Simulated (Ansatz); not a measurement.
## Electronic structure of AlBrH₂···HCl in real space

```yaml
atoms:
  - { symbol: Al, position_ang: [-0.3549, -0.7194, -0.8567] }
  - { symbol: Br, position_ang: [1.9521, -0.5599, -0.3019] }
  - { symbol: H, position_ang: [-0.8504, 0.2271, -2.0141] }
  - { symbol: H, position_ang: [-1.1653, -1.8428, -0.1070] }
  - { symbol: H, position_ang: [0.8244, 1.2489, 1.5277] }
  - { symbol: Cl, position_ang: [-0.4057, 1.6461, 1.7521] }
```

Not at a stationary point (largest force 1.0 eV/Å).

Method: UKS PBE0-D4/def2-SVP (Ansatz 0.2.0).

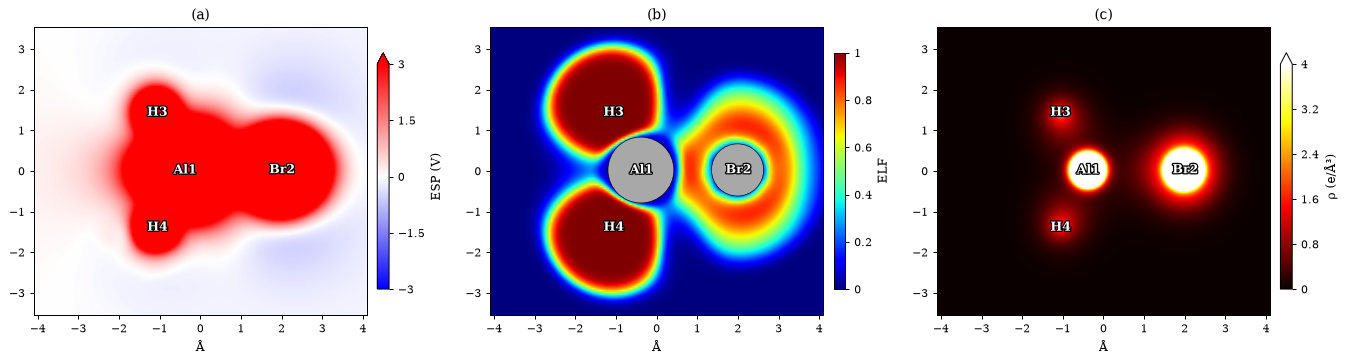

Figure 1. (a) electrostatic potential; (b) ELF; (c) total electron density on the plane of atoms Br2, Al1 and H3. Grey discs cover the atomic cores in the ELF map.

Q: What do the fields say about this system?

A: Atoms in the plane: Al, Br and H.
Al–Br (2.38 Å): the density is about 0.54 e/Å³ at the midpoint; the ELF peaks at about 0.85 in the valence shell of Br, 1.2 Å from its nucleus, and is about 0.85 at the midpoint.
Al–H (1.58 Å): the density is about 0.56 e/Å³ at the midpoint; the ELF climbs to about 1 towards the hydrogen.
The ELF also peaks beside Br2, away from the bonds: lone-pair regions.
Outside the dense part of the complex the potential is most negative (−0.5 V) near Br2.

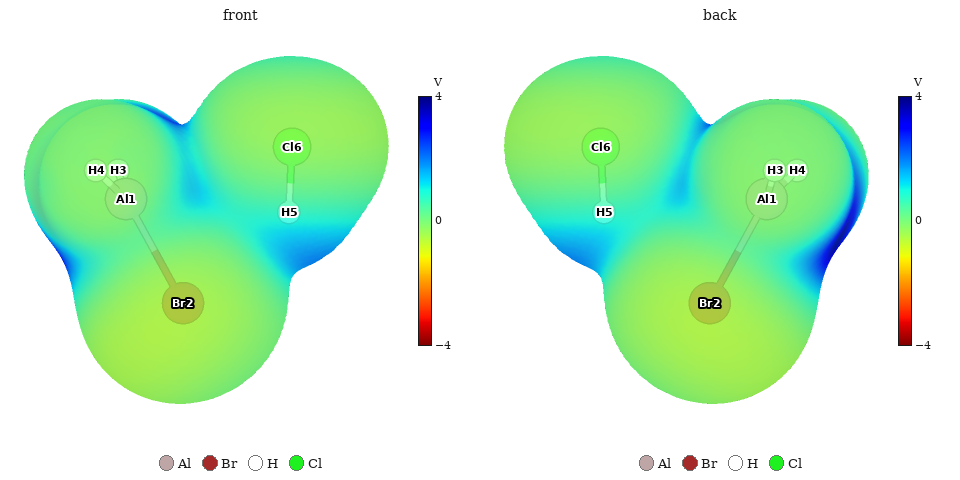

Figure 2. The molecular electrostatic potential painted on the density surface at 0.002 e/bohr³, seen from the front and from behind; the colour scale runs from red (negative) to blue (positive).

Q: Which sites attract a positive test charge, and which a negative one?

A: A positive charge is drawn to the negative regions and a negative charge to the positive ones. The most negative region (about −0.5 V, or −12 kcal/mol for a unit charge) lies over Br2, the most positive (about +3.6 V, or +83 kcal/mol for a unit charge) over Al1.

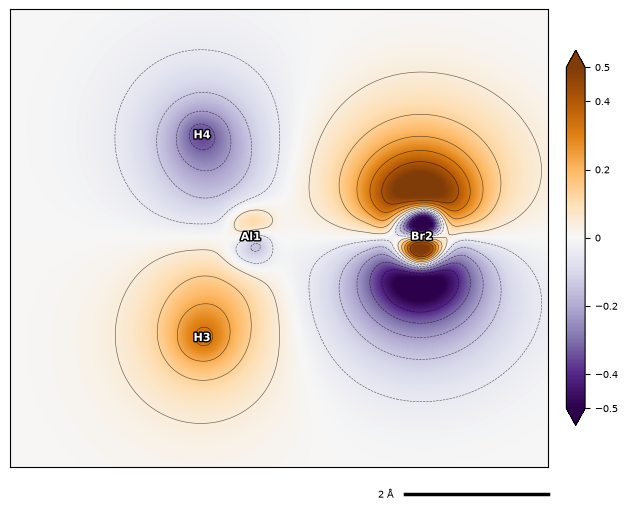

Figure 3. The HOMO on the plane of atoms Br2, Al1 and H4 (values in Å⁻³ᐟ²; the overall sign is arbitrary).

Q: What is the character of this orbital?

A: By Hirshfeld shares it lies mainly on Br2 (about 75 %), H3 (about 5 %) and H4 (about 5 %); largely a lone pair of Br2. Its energy is −8.21 eV.
